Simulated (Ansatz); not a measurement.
Cell of rock-salt TaC (1 1 1) on 3C silicon carbide (1 1 1) (film strained to the substrate, started from cuts of the bulks and a machine-learned relaxation), relaxed at this level with a, b, gamma of the cell held:

```yaml
crystal:
  lattice:
    - [3.09708, 0.00000, 0.08822]
    - [1.54851, 2.68219, 0.04377]
    - [0.80687, -0.89258, 26.01255]
  atoms:
    - { symbol: C, position: [0.13981, 0.50936, 0.02211] }
    - { symbol: C, position: [0.40860, 0.87491, 0.11862] }
    - { symbol: C, position: [0.67703, 0.24066, 0.21613] }
    - { symbol: C, position: [0.94548, 0.60641, 0.31345] }
    - { symbol: C, position: [0.21400, 0.97212, 0.41078] }
    - { symbol: C, position: [0.48257, 0.33778, 0.50799] }
    - { symbol: Si, position: [0.09194, 0.53328, 0.09357] }
    - { symbol: Si, position: [0.36028, 0.89909, 0.19121] }
    - { symbol: Si, position: [0.62879, 0.26481, 0.28851] }
    - { symbol: Si, position: [0.89731, 0.63051, 0.38582] }
    - { symbol: Si, position: [0.16572, 0.99622, 0.48317] }
    - { symbol: Si, position: [0.43411, 0.36208, 0.58074] }
    - { symbol: C, position: [0.08334, 0.03753, 0.60686] }
    - { symbol: C, position: [0.33948, 0.40923, 0.72305] }
    - { symbol: C, position: [0.60550, 0.77635, 0.82395] }
    - { symbol: C, position: [0.87138, 0.14348, 0.92500] }
    - { symbol: Ta, position: [0.70371, 0.72695, 0.67683] }
    - { symbol: Ta, position: [0.97307, 0.09256, 0.77258] }
    - { symbol: Ta, position: [0.23795, 0.46012, 0.87530] }
    - { symbol: Ta, position: [0.50303, 0.82759, 0.97722] }
```

Computed with PBE (plane waves to 420 eV, PAW; Ansatz, an electronic-structure program). Scalar-relativistic, without spin–orbit coupling; the runs are not spin-polarised. Its k-point mesh 12×12×1, Fermi–Dirac width 0.05 eV.

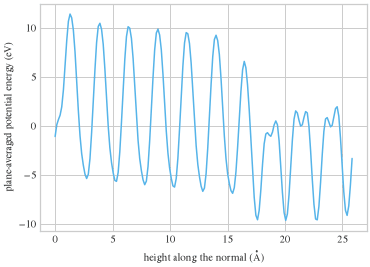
Figure. Smooth (PAW) electrostatic potential energy of an electron, averaged over planes, about its mean

The curve spans 21.1 eV over the stretch drawn.
